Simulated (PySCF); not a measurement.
# BCl4⁻: basis, grid and Hamiltonian

Aim: see how much the energy and properties of BCl4⁻ depend on the numerical set-up.

Method: method and basis as typed in the scripts; program: PySCF 2.14.0.

**1. The system as given**

BCl4⁻: 5 atoms, charge -1, spin multiplicity 1.

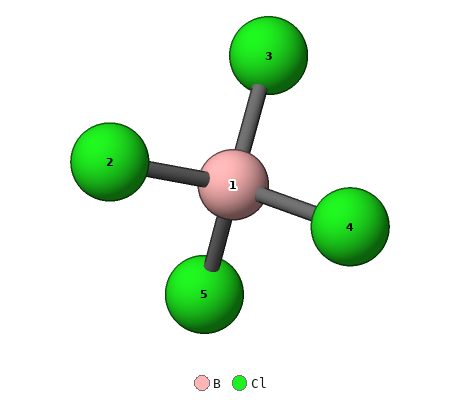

The starting geometry (boron pink, chlorine green); atoms are numbered from 1 in the order of the file.

**2. The run that the others are compared with**

input.py reads:

```python
from pyscf import gto, scf, mp

mol = gto.M(
    atom='B 0 0 0; Cl 1.5248 -0.0001 1.0782; Cl -1.5248 0 1.0782; Cl 0 1.5248 -1.0782; Cl 0 -1.5248 -1.0782',
    basis='x2c-svpall',
    charge=-1,
    spin=0,
    verbose=4,
)
mf = scf.UHF(mol)
mf = mf.sfx2c1e()
mf.kernel()
mp.MP2(mf, frozen=21).kernel()
mf.dip_moment()
print('orbital energies (hartree):', [e[max(0, n-3):n+3].round(4) for e, n in zip(mf.mo_energy, mol.nelec)])
```

Run with:

```bash
$ OMP_NUM_THREADS=1 python input.py
```

The log of this run is left out.

Base result: E(SCF) = -1867.895546 Eh, 10 cycles, E(MP2) − E(SCF) = -0.62763 Eh.

The dipole of an ion depends on the origin.

**3. Density fitting auto**

Run 1 changes density fitting: none → auto.

input.py reads:

```python
from pyscf import gto, scf, mp

mol = gto.M(
    atom='B 0 0 0; Cl 1.5248 -0.0001 1.0782; Cl -1.5248 0 1.0782; Cl 0 1.5248 -1.0782; Cl 0 -1.5248 -1.0782',
    basis='x2c-svpall',
    charge=-1,
    spin=0,
    verbose=4,
)
mf = scf.UHF(mol)
mf = mf.sfx2c1e()
mf = mf.density_fit()
mf.kernel()
mp.MP2(mf, frozen=21).kernel()
mf.dip_moment()
print('orbital energies (hartree):', [e[max(0, n-3):n+3].round(4) for e, n in zip(mf.mo_energy, mol.nelec)])
```

Run with:

```bash
$ OMP_NUM_THREADS=1 python input.py
```

**4. Cc-pvdz-dk**

Run 2 changes basis set: x2c-svpall → cc-pvdz-dk.

Changes to input.py since step 2:

```diff
@@ -4,3 +4,3 @@
     atom='B 0 0 0; Cl 1.5248 -0.0001 1.0782; Cl -1.5248 0 1.0782; Cl 0 1.5248 -1.0782; Cl 0 -1.5248 -1.0782',
-    basis='x2c-svpall',
+    basis='cc-pvdz-dk',
     charge=-1,
```

**5. Ano-rcc-vdzp**

Run 3 changes basis set: x2c-svpall → ano-rcc-vdzp.

Changes to input.py since step 2:

```diff
@@ -4,3 +4,3 @@
     atom='B 0 0 0; Cl 1.5248 -0.0001 1.0782; Cl -1.5248 0 1.0782; Cl 0 1.5248 -1.0782; Cl 0 -1.5248 -1.0782',
-    basis='x2c-svpall',
+    basis='ano-rcc-vdzp',
     charge=-1,
```

**Question.** What will these runs give? Wanted: for each run, E(SCF); from base; gap; after the SCF.

As calculated:

| run | E(SCF) (hartree) | from base (eV) | cycles | gap (eV) | functions | after the SCF |
| --- | --- | --- | --- | --- | --- | --- |
| base | -1867.895546 | 0 | 10 | 18.87 | 86 | MP2 correlation -17.079 eV, core frozen |
| density fitting auto | -1867.895342 | +0.0055 | 10 | 18.86 | 86 | MP2 correlation -17.078 eV, core frozen |
| cc-pvdz-dk | -1868.572635 | -18.4245 | 10 | 17.82 | 86 | MP2 correlation -17.361 eV, core frozen |
| ano-rcc-vdzp | -1868.646336 | -20.4300 | 9 | 16.95 | 86 | MP2 correlation -18.323 eV, core frozen |

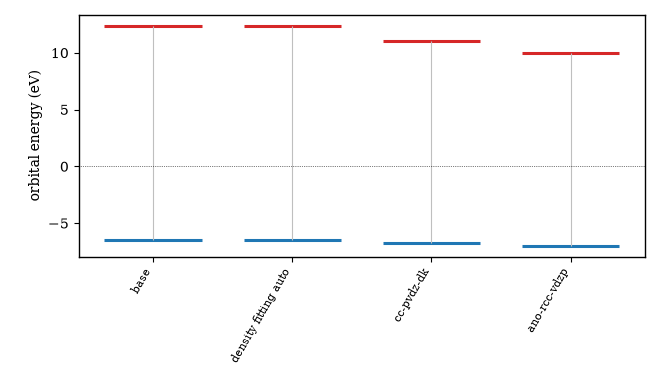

Frontier levels by run: filled blue, empty red.

The largest comparable shift of the SCF energy, -20.430 eV, comes with the run “ano-rcc-vdzp”. cc-pvdz-dk (86 functions) gives an energy 18.42 eV lower than x2c-svpall (86). ano-rcc-vdzp (86 functions) gives an energy 20.43 eV lower than x2c-svpall (86). The dearest run is “ano-rcc-vdzp”, at 29 s against 4.4 s.
